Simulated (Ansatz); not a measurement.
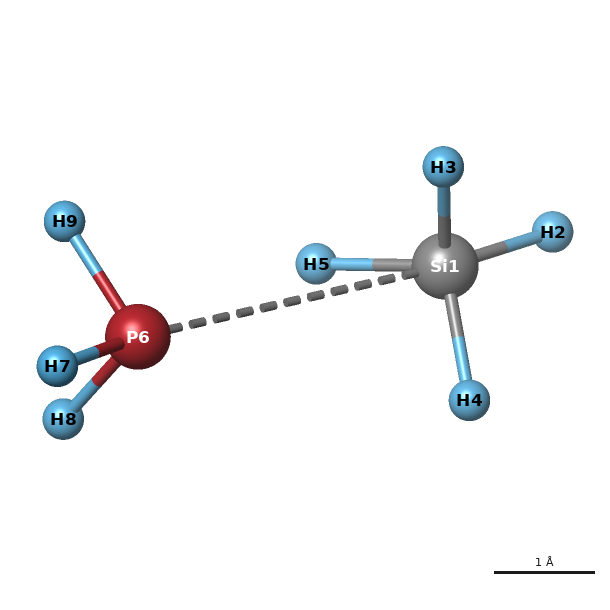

Two molecules or ions; the broken line marks their closest contact (measured against van der Waals radii). Computed geometry: PBE0-D4/def2-TZVP optimisation. Program: Ansatz 0.2.0.

Question: Which two species are they?

Answer: SiH4 and PH3 (`P.[SiH4]`).

Question: How long is the contact?

Answer: Si1···P6 is 3.74 Å.

Give the counterpoise-corrected interaction energy (kcal/mol, monomers kept as in the pair) with CCSD(T)/CBS (MP2 limit from def2-TZVPPD and def2-QZVPPD plus CCSD(T) − MP2); PBE0-D4/def2-TZVPPD; ωB97M-V/def2-SVP; HSE06 (plane-wave form)-D4/def2-TZVPPD; BLYP-D4/def2-TZVPPD; ωB97M-V/def2-TZVPPD.

```json
{"level": "CCSD(T)/CBS (MP2 limit from def2-TZVPPD and def2-QZVPPD plus CCSD(T) − MP2)", "interaction energy (kcal/mol)": "−1.1"}
{"level": "PBE0-D4/def2-TZVPPD", "interaction energy (kcal/mol)": "−1.4"}
{"level": "ωB97M-V/def2-SVP", "interaction energy (kcal/mol)": "−1.3"}
{"level": "HSE06 (plane-wave form)-D4/def2-TZVPPD", "interaction energy (kcal/mol)": "−1.4"}
{"level": "BLYP-D4/def2-TZVPPD", "interaction energy (kcal/mol)": "−1.1"}
{"level": "ωB97M-V/def2-TZVPPD", "interaction energy (kcal/mol)": "−1.2"}
```
